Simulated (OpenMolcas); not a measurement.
**Multiconfigurational calculation, with input and output: Ti²⁺ complex**

System: Ti²⁺ with 6 ligands (F; octahedron, 2.319 Å), embedded in NaF by model potentials and point charges, whose field is part of the energies.
Method: state-averaged CASSCF, active space 2 electrons in the shell 3d, basis ANO-RCC-VDZP on the metal and ANO-RCC-VDZP on the ligands, DKH2 scalar Hamiltonian, spin-orbit coupling by RASSI with atomic mean-field integrals (OpenMolcas).

The input:
```
&GATEWAY
Basis set
Ti.ANO-RCC-VDZP.
Ti1 0.0 0.0 0.0 Angstrom
End of basis
Basis set
F.ANO-RCC-VDZP.
L1 2.319000 0.000000 0.000000 Angstrom
L2 0.000000 2.319000 0.000000 Angstrom
L3 0.000000 0.000000 2.319000 Angstrom
End of basis
Basis set
Na.EMB-AIMP.Seijo.6s3p.1s1p.ECP.NaF.
PseudoCharge
* 3 symmetry-unique lattice sites within 7.6 angstrom
End of basis
Basis set
Na.EMB-AIMP.Seijo.0s.0s.ECP.NaF.
PseudoCharge
* 36 symmetry-unique lattice sites within 7.6 angstrom
End of basis
Basis set
F.EMB-AIMP.Seijo.0s.0s.ECP.NaF.
PseudoCharge
* 31 symmetry-unique lattice sites within 7.6 angstrom
End of basis
Symmetry
XYZ
AngMom=0.0 0.0 0.0
AMFI
RICD
XField
1025 Angstrom 0
* Evjen-weighted lattice charges
&SEWARD
&RASSCF
FileOrb=start.orb
Symmetry=1
Spin=3
nActEl=2 0 0
Inactive=18 21
Ras2=5 0
CIRoot=10 10 1
SDav=10
CIMx=300
Iter=150 100
PrWF=0.3
OrbListing=Nothing
MaxOrb=0
LevShft=1.0
>>> COPY $Project.JobIph JOB001
&RASSCF
FileOrb=start.orb
Symmetry=1
Spin=1
nActEl=2 0 0
Inactive=18 21
Ras2=5 0
CIRoot=15 15 1
SDav=15
CIMx=300
Iter=150 100
PrWF=0.3
OrbListing=Nothing
MaxOrb=0
LevShft=1.0
>>> COPY $Project.JobIph JOB002
&RASSI
NrOfJobIphs=2 10 15
1 2 3 4 5 6 7 8 9 10
1 2 3 4 5 6 7 8 9 10 11 12 13 14 15
IphNames
JOB001
JOB002
EJob
SpinOrbit
DIPRint=1.0
SOCoupling=1000.0
Subsets=2
Property=9
'ANGMOM' 1 'ANGMOM' 2 'ANGMOM' 3 'MLTPL  1' 1 'MLTPL  1' 2 'MLTPL  1' 3
'AMFI' 1 'AMFI' 2 'AMFI' 3
SOProperty=3
'ANGMOM' 1 'ANGMOM' 2 'ANGMOM' 3
```

The file start.orb holds starting orbitals from an earlier step. A driver script formed the levels outside the program, from RASSI's spin-orbit matrix and the active-space energies, averaged over the components of each term or state.

Hardware: 1 thread of Arm Neoverse V2, 24 GiB of memory available, shared host.

Run as:
```bash
OMP_NUM_THREADS=1 MOLCAS_MEM=2457 MOLCAS_PROJECT=a pymolcas a.inp > a.log  # once for each step of the input, in one work folder
```

The program's output (extracts):
```
--- SEWARD ---
Basis set label: TI.ANO-RCC...5S4P2D1F.

      Electronic valence basis set:
      ------------------
      Associated Effective Charge  22.000000 au
      Associated Actual Charge     22.000000 au
      Nuclear Model: Point charge

      Shell  nPrim  nBasis  Cartesian Spherical Contaminant
         s      21       5        X
         p      15       4        X
         d      10       2                 X
         f       6       1                 X
                  Relativistic Douglas-Kroll-Hess integrals:
                    - DKH order of Hamiltonian: 2
                    - DKH order of Properties : 0
                  Atomic mean-field integrals
--- RASSCF ---
Wave function specifications:
      -----------------------------

      Number of closed shell electrons          78
      Number of electrons in active shells       2
      Max number of holes in RAS1 space          0
      Max nr of electrons in RAS3 space          0
      Number of inactive orbitals               39
      Number of active orbitals                  5
      Number of secondary orbitals              98
      Spin quantum number                      1.0
      State symmetry                             1
Orbital specifications:
      -----------------------

      Symmetry species                           1   2
                                                ag  au
      Frozen orbitals                            0   0
      Inactive orbitals                         18  21
      Active orbitals                            5   0
      RAS1 orbitals                              0   0
      RAS2 orbitals                              5   0
      RAS3 orbitals                              0   0
      Secondary orbitals                        46  52
      Deleted orbitals                           0   0
      Number of basis functions                 69  73
      Number of CSFs                            10
      Number of root(s) required                10
      Iter CI   SX   CI       RASSCF       Energy    max ROT     max BLB   max BLB  Level Ln srch  Step   QN
          iter iter root      energy       change     param      element    value   shift minimum  type update
 Nr of preliminary CI iterations:   1
      Total energies have been shifted. Add                -1000.00 au
        1   1   10    0  -452.15249497    0.00E+00  -6.45E-02    8  35 2 -3.07E-01*  0.73   0.00    SX    NO
        2   1    9    0  -452.71151919   -5.59E-01* -2.79E-02   21  24 2  6.68E-02*  0.80   0.00    SX    NO
        3   1    9    0  -452.74756945   -3.61E-02* -1.43E-02   21  24 2  3.52E-02*  0.83   0.00    SX    NO
        4   1    8    0  -452.75648935   -8.92E-03* -8.46E-03   21  24 2  2.19E-02*  0.84   0.00    SX    NO
        5   1    8    0  -452.75945342   -2.96E-03* -1.17E-02   21  24 2  1.36E-02*  0.84   2.48    LS   YES
        6   1    8    0  -452.76108713   -1.63E-03* -2.71E-03    9  70 2 -2.80E-03*  0.85   1.07    QN   YES
        7   1    7    0  -452.76122973   -1.43E-04* -2.14E-03    6  34 2 -1.77E-03*  0.85   1.80    LS   YES
        8   1    7    0  -452.76126482   -3.51E-05*  5.41E-04    4  32 2 -1.39E-03*  0.85   1.01    QN   YES
        9   1    6    0  -452.76127795   -1.31E-05*  3.90E-04    7  19 1  5.40E-04*  0.85   1.37    QN   YES
       10   1    6    0  -452.76128055   -2.60E-06* -1.48E-04    4  32 2  1.83E-04*  0.85   1.28    QN   YES
       11   1    6    0  -452.76128092   -3.73E-07* -6.37E-05    4  32 2  9.05E-05   0.85   1.43    LS   YES
       12   1    5    0  -452.76128094   -1.91E-08* -3.66E-05    4  22 2 -9.60E-05   0.85   0.72    QN   YES
       13   1    5    0  -452.76128098   -3.61E-08* -2.69E-05    4  22 2 -3.39E-05   0.85   1.39    QN   YES
       14   1    4    0  -452.76128098   -2.66E-09  -4.03E-05    4  22 2 -3.69E-06   0.85   2.50    LS   YES
      Convergence after 14 iterations
       15   1    4    0  -452.76128097    8.25E-09  -4.03E-05    6  24 2  4.16E-05   0.85   2.50    LS   YES
      Natural orbitals and occupation numbers for root  1
      sym 1:   0.925797   0.074203   0.074203   0.925797  -0.000000
      Natural orbitals and occupation numbers for root  2
      sym 1:   0.925798   0.925798   0.074202   0.074202  -0.000000
      Natural orbitals and occupation numbers for root  3
      sym 1:   0.074202   0.925798  -0.000000   0.925798   0.074202
::    RASSCF root number  1 Total energy:  -1452.80661406
::    RASSCF root number  2 Total energy:  -1452.80661405
::    RASSCF root number  3 Total energy:  -1452.80661405
::    RASSCF root number  4 Total energy:  -1452.77112707
::    RASSCF root number  5 Total energy:  -1452.77112707
::    RASSCF root number  6 Total energy:  -1452.77112707
::    RASSCF root number  7 Total energy:  -1452.72946602
::    RASSCF root number  8 Total energy:  -1452.71670678
::    RASSCF root number  9 Total energy:  -1452.71670678
::    RASSCF root number 10 Total energy:  -1452.71670678
--- RASSCF ---
Wave function specifications:
      -----------------------------

      Number of closed shell electrons          78
      Number of electrons in active shells       2
      Max number of holes in RAS1 space          0
      Max nr of electrons in RAS3 space          0
      Number of inactive orbitals               39
      Number of active orbitals                  5
      Number of secondary orbitals              98
      Spin quantum number                      0.0
      State symmetry                             1
Orbital specifications:
      -----------------------

      Symmetry species                           1   2
                                                ag  au
      Frozen orbitals                            0   0
      Inactive orbitals                         18  21
      Active orbitals                            5   0
      RAS1 orbitals                              0   0
      RAS2 orbitals                              5   0
      RAS3 orbitals                              0   0
      Secondary orbitals                        46  52
      Deleted orbitals                           0   0
      Number of basis functions                 69  73
      Number of CSFs                            15
      Number of root(s) required                15
      Iter CI   SX   CI       RASSCF       Energy    max ROT     max BLB   max BLB  Level Ln srch  Step   QN
          iter iter root      energy       change     param      element    value   shift minimum  type update
 Nr of preliminary CI iterations:   1
      Total energies have been shifted. Add                -1000.00 au
        1   1    9    0  -452.70367516    0.00E+00  -1.05E-02   21  27 1 -7.31E-03*  0.84   0.00    SX    NO
        2   1    8    0  -452.70424312   -5.68E-04*  4.01E-03    9  34 2 -5.35E-03*  0.83   0.00    SX    NO
        3   1    8    0  -452.70436880   -1.26E-04*  2.13E-03    7  32 2 -2.14E-03*  0.83   0.00    SX    NO
        4   1    7    0  -452.70440349   -3.47E-05*  1.11E-03   15  21 1  1.28E-03*  0.83   0.00    SX    NO
        5   1    7    0  -452.70441377   -1.03E-05*  1.38E-03   15  21 1  8.12E-04*  0.83   2.25    LS   YES
        6   1    6    0  -452.70441830   -4.53E-06* -1.04E-04   15  21 1  2.30E-04*  0.83   1.00    QN   YES
        7   1    6    0  -452.70441849   -1.91E-07* -1.55E-04   15  21 1  1.23E-04*  0.83   2.50    LS   YES
        8   1    5    0  -452.70441857   -7.26E-08* -4.22E-05    7  32 2 -6.63E-05   0.83   0.77    QN   YES
        9   1    5    0  -452.70441858   -1.04E-08*  7.28E-06   10  31 1  1.19E-05   0.83   1.22    QN   YES
       10   1    4    0  -452.70441857    5.88E-10  -3.58E-06   10  24 1  6.49E-06   0.83   0.17    QN   YES
      Convergence after 10 iterations
       11   1    4    0  -452.70441858   -3.72E-10  -3.58E-06   10  24 1  3.19E-06   0.83   0.17    QN   YES
      Natural orbitals and occupation numbers for root  1
      sym 1:   0.908874   0.089429   0.000000   0.913983   0.087713
      Natural orbitals and occupation numbers for root  2
      sym 1:   0.911276   0.911529   0.000000   0.088640   0.088555
      Natural orbitals and occupation numbers for root  3
      sym 1:   0.089161   0.910864   0.089148   0.910827   0.000000
::    RASSCF root number  1 Total energy:  -1452.75248951
::    RASSCF root number  2 Total energy:  -1452.75248951
::    RASSCF root number  3 Total energy:  -1452.75248951
::    RASSCF root number  4 Total energy:  -1452.75084841
::    RASSCF root number  5 Total energy:  -1452.75084841
::    RASSCF root number  6 Total energy:  -1452.70591869
::    RASSCF root number  7 Total energy:  -1452.70591869
::    RASSCF root number  8 Total energy:  -1452.70591869
::    RASSCF root number  9 Total energy:  -1452.70252670
::    RASSCF root number 10 Total energy:  -1452.69487313
::    RASSCF root number 11 Total energy:  -1452.69487313
::    RASSCF root number 12 Total energy:  -1452.69487313
::    RASSCF root number 13 Total energy:  -1452.66401371
::    RASSCF root number 14 Total energy:  -1452.66401371
::    RASSCF root number 15 Total energy:  -1452.57418370
--- RASSI ---
SPIN-FREE ENERGIES:
  (Shifted by EMIN (a.u.) =      -1452.8066140544)

 SF State       Relative EMIN(au)   Rel lowest level(eV)    D:o, cm**(-1)

     1             0.0000000000        0.0000000000              0.0000
     2             0.0000000000        0.0000000000              0.0000
     3             0.0000000000        0.0000000000              0.0000
     4             0.0354869843        0.9656500368           7788.4928
     5             0.0354869843        0.9656500368           7788.4928
     6             0.0354869843        0.9656500368           7788.4928
    11             0.0541245446        1.4728038882          11878.9645
    12             0.0541245446        1.4728038882          11878.9645
    13             0.0541245446        1.4728038882          11878.9645
    14             0.0557656480        1.5174605870          12239.1450
    15             0.0557656480        1.5174605870          12239.1450
     7             0.0771480396        2.0993051031          16932.0375
     9             0.0899072716        2.4465014936          19732.3653
    10             0.0899072716        2.4465014936          19732.3653
     8             0.0899072716        2.4465014936          19732.3653
    16             0.1006953634        2.7400604272          22100.0778
    17             0.1006953634        2.7400604272          22100.0778
    18             0.1006953634        2.7400604272          22100.0778
    19             0.1040873547        2.8323612108          22844.5338
    20             0.1117409219        3.0406253844          24524.2976
    21             0.1117409219        3.0406253844          24524.2976
    22             0.1117409224        3.0406253986          24524.2977
    23             0.1426003432        3.8803530179          31297.1578
    24             0.1426003432        3.8803530179          31297.1578
    25             0.2324303579        6.3247522433          51012.5671
     Dipole printing threshold changed to   1.00000000E+00
Eigenvalues of complex Hamiltonian:
   -----------------------------------
  (Shifted by EMIN (a.u.) =      -1452.8066140544)

 SO State       Relative EMIN(au)   Rel lowest level(eV)    D:o, cm**(-1)

     1            -0.0004219474        0.0000000000              0.0000
     2            -0.0004219474        0.0000000000              0.0000
     3            -0.0004051479        0.0004571397              3.6871
     4            -0.0004051479        0.0004571397              3.6871
     5            -0.0004051479        0.0004571396              3.6871
     6             0.0003819439        0.0218749990            176.4338
     7             0.0003819439        0.0218749990            176.4338
     8             0.0003819439        0.0218749990            176.4338
     9             0.0007793039        0.0326877135            263.6442
    10             0.0352109984        0.9696218521           7820.5277
    11             0.0353162844        0.9724868300           7843.6353
    12             0.0353162844        0.9724868300           7843.6353
    13             0.0353162844        0.9724868300           7843.6353
    14             0.0356312767        0.9810582082           7912.7681
    15             0.0356312767        0.9810582082           7912.7681
    16             0.0356312767        0.9810582082           7912.7681
    17             0.0356433619        0.9813870627           7915.4205
    18             0.0356433619        0.9813870627           7915.4205
    19             0.0541421754        1.4847654229          11975.4408
    20             0.0541421754        1.4847654229          11975.4408
    21             0.0541421754        1.4847654229          11975.4408
    22             0.0557569854        1.5287066397          12329.8506
    23             0.0557569854        1.5287066397          12329.8506
    24             0.0771523630        2.1109045235          17025.5932
    25             0.0771523630        2.1109045235          17025.5932
    26             0.0771523630        2.1109045235          17025.5932
    27             0.0893789806        2.4436077377          19709.0256
    28             0.0896536351        2.4510814681          19769.3053
    29             0.0896536351        2.4510814681          19769.3053
    30             0.0896536351        2.4510814681          19769.3053
    31             0.0901607262        2.4648801196          19880.5989
    32             0.0901607262        2.4648801196          19880.5989
    33             0.0901607262        2.4648801196          19880.5989
    34             0.0901718435        2.4651826367          19883.0389
    35             0.0901718435        2.4651826367          19883.0389
    36             0.1007198165        2.7522076032          22198.0513
    37             0.1007198165        2.7522076032          22198.0513
    38             0.1007198165        2.7522076032          22198.0513
    39             0.1041012038        2.8442198406          22940.1801
    40             0.1117443079        3.0521992990          24617.6476
    41             0.1117443079        3.0521992990          24617.6476
Weights of the five most important spin-orbit-free states for each spin-orbit state.

 SO State  Total energy (au)           Spin-free states, spin, and weights
 -------------------------------------------------------------------------------------------------------
    1        -0.000422       3 1.0  0.6661    2 1.0  0.1666    1 1.0  0.1665    5 1.0  0.0003    4 1.0  0.0003
    2        -0.000422       1 1.0  0.4996    2 1.0  0.4996    6 1.0  0.0004   15 0.0  0.0001    4 1.0  0.0001
    3        -0.000405       2 1.0  0.4523    3 1.0  0.3974    1 1.0  0.1500    4 1.0  0.0001    6 1.0  0.0001
    4        -0.000405       1 1.0  0.4552    3 1.0  0.4540    2 1.0  0.0905    6 1.0  0.0001    5 1.0  0.0001
    5        -0.000405       2 1.0  0.4568    1 1.0  0.3945    3 1.0  0.1483    5 1.0  0.0001    4 1.0  0.0001
    6         0.000382       3 1.0  0.4999    2 1.0  0.2921    1 1.0  0.2078    6 1.0  0.0001    4 1.0  0.0001
    7         0.000382       3 1.0  0.4999    1 1.0  0.2921    2 1.0  0.2078    6 1.0  0.0001    5 1.0  0.0001
    8         0.000382       1 1.0  0.4999    2 1.0  0.4999    5 1.0  0.0001    4 1.0  0.0001   20 0.0  0.0000
    9         0.000779       1 1.0  0.3333    2 1.0  0.3333    3 1.0  0.3333   19 0.0  0.0000    9 1.0  0.0000
   10         0.035211       6 1.0  0.3333    4 1.0  0.3333    5 1.0  0.3333   13 0.0  0.0000    7 1.0  0.0000
   11         0.035316       6 1.0  0.4990    5 1.0  0.4954    4 1.0  0.0036   12 0.0  0.0011    7 1.0  0.0004
   12         0.035316       6 1.0  0.4990    4 1.0  0.4954    5 1.0  0.0036   11 0.0  0.0011    7 1.0  0.0004
```

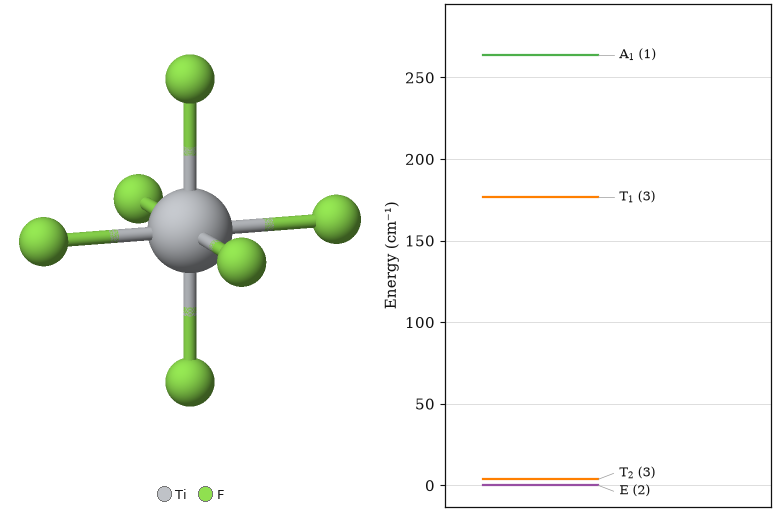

Fig. 1: Ti²⁺ (3d²) as a dopant in NaF, a cluster with its 6 nearest F⁻ at 2.319 Å (octahedron) embedded in model potentials and point charges; the geometry was set, not optimised, and its levels. Labels give the representation in O, Td, D4 or D3 as the site allows (double group for half-integer spin) where it could be assigned and, in brackets, the degeneracy; spin-free states, where drawn, share the zero of the spin-orbit levels. The ground level is E, doubly degenerate, 100 % from states of spin multiplicity 3. Its principal g values are all close to zero. The next level lies at 3.7 cm⁻¹ (T₂). The active orbitals hold 94 to 98 % metal character (Löwdin), and the Mulliken charge of the metal is +1.59.

Key numbers:

| quantity | value |
| --- | --- |
| outcome | converged |
| energy of the lowest spin-free term | −1452.80661 hartree |
| energy of the lowest spin-orbit level | −1452.80704 hartree |
| largest spread among components of a term | 0.0 cm⁻¹ |
| wall time | 14 s |
| peak memory | 0.18 GiB |

Notes:

Without dynamic correlation the splittings between terms come out too large, often by 20 to 50 %. Limits: the geometry is set by hand, with no relaxation.
